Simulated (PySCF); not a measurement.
# Tc, Tc⁺: ionisation energy in def2-TZVPPD with ECP28

Aim: the ionisation energy of technetium from differences of total energies, at each level of theory, and how far each lands from the tabulated value where there is one.

Method: unrestricted determinants in a Gaussian basis, no spin-orbit coupling in the energies. Code: PySCF 2.14.0.

### 1 The atom as given

| Item | Value |
| --- | --- |
| Element | technetium (Z = 43) |
| Basis | def2-TZVPPD with the def2 core potential (28 electrons) (6s4p3d2f1g, 56 functions) |
| Hamiltonian | scalar relativity through the core potential |
| State 1 | Tc: [Kr] 4d5 5s2, high-spin 6S determinant |
| State 2 | Tc⁺: [Kr] 4d5 5s1, high-spin 7S determinant |
| Methods | CCSD(T) |
| Core shells frozen in the correlated runs | valence and next inner shell: nothing (for Tc) |

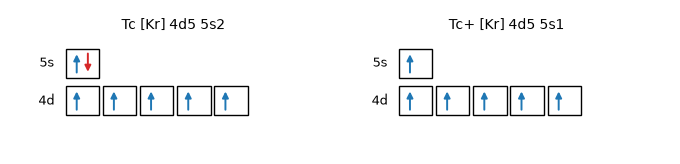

Occupation of the outer shells (arrows by Hund's rule).

The runs were made by one driver on top of PySCF. The scripts below sum up each run's settings (the driver also hands on starting orbitals that pick excited configurations, and frozen orbitals as a list rather than a count), and the logs come from the driver's own runs. The driver starts from symmetry-adapted Hartree-Fock orbitals, holds the occupation by maximum overlap and uses a logarithmic radial grid for functionals, so a plain start would take other cycles.

The integrals over 56 functions and the set-up took 0.22 s of CPU time.

### 2 Tc, at CCSD(T) (valence and next inner shell)

CCSD(T) (valence and next inner shell):

The input, input.py:

```python
from pyscf import gto, scf, dft, mp, cc
import basis_set_exchange as bse
txt = bse.get_basis("def2-TZVPPD", elements=["Tc"], fmt="nwchem", header=False)
cut = txt.index("\nECP")
mol = gto.M(atom="Tc 0 0 0", charge=0, spin=5, symmetry="D2h",
            basis=gto.basis.parse(txt[:cut]),
            ecp={"Tc": gto.basis.parse_ecp(txt[cut:])})
mf = scf.UHF(mol)
mf.irrep_nelec = {'Ag': (4, 2), 'B1g': (1, 0), 'B2g': (1, 0), 'B3g': (1, 0), 'B1u': (1, 1), 'B2u': (1, 1), 'B3u': (1, 1)}
mf.kernel()
mycc = cc.CCSD(mf, frozen=0).run()
mycc.ccsd_t()
```

Standard output:

```text
CC2 = 0
CCSD nocc = (np.int64(10), np.int64(5)), nmo = (56, 56)
frozen orbitals [[], []]
max_cycle = 100
direct = 0
conv_tol = 1e-08
conv_tol_normt = 1e-06
diis_space = 8
diis_start_cycle = 0
Init t2, MP2 energy = -0.414093477084533
Init E_corr(UCCSD) = -0.414093477091861
cycle = 1  E_corr(UCCSD) = -0.405835835864165  dE = 0.00825764123  norm(t1,t2) = 0.0901136
cycle = 2  E_corr(UCCSD) = -0.414833816828253  dE = -0.00899798096  norm(t1,t2) = 0.0271342
cycle = 3  E_corr(UCCSD) = -0.415531451507216  dE = -0.000697634679  norm(t1,t2) = 0.0148127
cycle = 4  E_corr(UCCSD) = -0.41651536199223  dE = -0.000983910485  norm(t1,t2) = 0.00360405
cycle = 5  E_corr(UCCSD) = -0.416417969176312  dE = 9.73928159e-05  norm(t1,t2) = 0.00124066
cycle = 6  E_corr(UCCSD) = -0.416446654936595  dE = -2.86857603e-05  norm(t1,t2) = 0.000460942
cycle = 7  E_corr(UCCSD) = -0.416455257504769  dE = -8.60256817e-06  norm(t1,t2) = 0.000127047
cycle = 8  E_corr(UCCSD) = -0.416450148116406  dE = 5.10938836e-06  norm(t1,t2) = 3.0118e-05
cycle = 9  E_corr(UCCSD) = -0.416450770470426  dE = -6.2235402e-07  norm(t1,t2) = 6.50032e-06
cycle = 10  E_corr(UCCSD) = -0.416450928984261  dE = -1.58513835e-07  norm(t1,t2) = 1.58061e-06
cycle = 11  E_corr(UCCSD) = -0.416450919432405  dE = 9.55185564e-09  norm(t1,t2) = 2.79902e-07
UCCSD converged
E(UCCSD) = -80.52916852836404  E_corr = -0.4164509194324054
UCCSD(T) correction = -0.0142381300935779
```

CPU time 16 s on a shared host, the integrals not counted.

CCSD correlation -0.41645 hartree, triples -0.01424; total -80.543407. T1 = 0.021, largest double amplitude 0.076.

### 3 Tc⁺, at CCSD(T) (valence and next inner shell)

CCSD(T) (valence and next inner shell):

The input, input.py:

```python
from pyscf import gto, scf, dft, mp, cc
import basis_set_exchange as bse
txt = bse.get_basis("def2-TZVPPD", elements=["Tc"], fmt="nwchem", header=False)
cut = txt.index("\nECP")
mol = gto.M(atom="Tc 0 0 0", charge=1, spin=6, symmetry="D2h",
            basis=gto.basis.parse(txt[:cut]),
            ecp={"Tc": gto.basis.parse_ecp(txt[cut:])})
mf = scf.UHF(mol)
mf.irrep_nelec = {'Ag': (4, 1), 'B1g': (1, 0), 'B2g': (1, 0), 'B3g': (1, 0), 'B1u': (1, 1), 'B2u': (1, 1), 'B3u': (1, 1)}
mf.kernel()
mycc = cc.CCSD(mf, frozen=0).run()
mycc.ccsd_t()
```

Standard output:

```text
CC2 = 0
CCSD nocc = (np.int64(10), np.int64(4)), nmo = (56, 56)
frozen orbitals [[], []]
max_cycle = 100
direct = 0
conv_tol = 1e-08
conv_tol_normt = 1e-06
diis_space = 8
diis_start_cycle = 0
Init t2, MP2 energy = -0.36687553240735
Init E_corr(UCCSD) = -0.366875532407939
cycle = 1  E_corr(UCCSD) = -0.364384810321987  dE = 0.00249072209  norm(t1,t2) = 0.0382956
cycle = 2  E_corr(UCCSD) = -0.368736759502216  dE = -0.00435194918  norm(t1,t2) = 0.00803946
cycle = 3  E_corr(UCCSD) = -0.369069916526222  dE = -0.000333157024  norm(t1,t2) = 0.00321586
cycle = 4  E_corr(UCCSD) = -0.369192436357171  dE = -0.000122519831  norm(t1,t2) = 0.000510863
cycle = 5  E_corr(UCCSD) = -0.369161127472854  dE = 3.13088843e-05  norm(t1,t2) = 9.58126e-05
cycle = 6  E_corr(UCCSD) = -0.369158622963628  dE = 2.50450923e-06  norm(t1,t2) = 1.10992e-05
cycle = 7  E_corr(UCCSD) = -0.369159148165748  dE = -5.2520212e-07  norm(t1,t2) = 2.24002e-06
cycle = 8  E_corr(UCCSD) = -0.36915914639651  dE = 1.76923792e-09  norm(t1,t2) = 2.99788e-07
UCCSD converged
E(UCCSD) = -80.27821788061679  E_corr = -0.3691591463965099
UCCSD(T) correction = -0.0092254632306815
```

CPU time 12 s on a shared host, the integrals not counted.

CCSD correlation -0.36916 hartree, triples -0.00923; total -80.287443. T1 = 0.007, largest double amplitude 0.023.

### 4 The energy differences

Ionisation energy: Tc [Kr] 4d5 5s2 (6S) → Tc⁺ [Kr] 4d5 5s1 (7S).

| method | value (eV) | error (eV) |
| --- | --- | --- |
| UHF | 5.542 | -1.578 |
| MP2 (valence and next inner shell) | 6.827 | -0.293 |
| SCS-MP2 (valence and next inner shell) | 6.959 | -0.160 |
| CCSD (valence and next inner shell) | 6.829 | -0.291 |
| CCSD(T) (valence and next inner shell) | 6.965 | -0.154 |

Reference: 7.119 eV (measured; NIST levels, between the centres of gravity of the two terms). Errors of the correlated levels include the incompleteness of this basis.

The runs at UHF, MP2 (valence and next inner shell) are not shown; their differences are listed all the same.

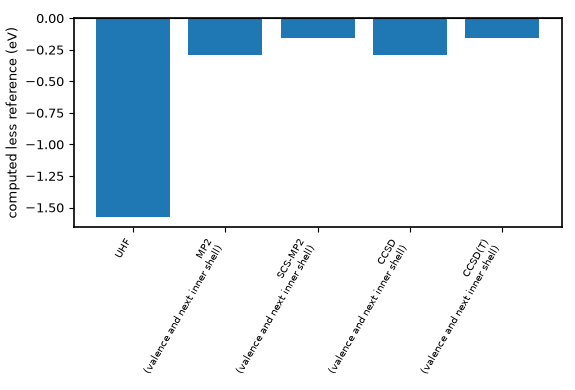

Computed less reference values by method.

### 5 Outcome

```
             quantity                                                                        value
ionisation energy, Tc  UHF 5.542, CCSD(T) (valence and next inner shell) 6.965 eV; reference 7.119
```

Each level's miss (mean over 1 difference):

| method | mean absolute miss against the measured value (with the measured fine structure taken into account where it is known) (eV) |
| --- | --- |
| UHF | 1.578 |
| MP2 (valence and next inner shell) | 0.293 |
| SCS-MP2 (valence and next inner shell) | 0.160 |
| CCSD (valence and next inner shell) | 0.291 |
| CCSD(T) (valence and next inner shell) | 0.154 |

**Reading.** Against experiment CCSD(T) (valence and next inner shell) comes closest (off by 0.15 eV), level with SCS-MP2 (valence and next inner shell) and UHF is farthest (1.58 eV). Hartree-Fock falls short because the species with more electrons holds more correlation energy, which it lacks. The basis is finite, and no extrapolation was made.
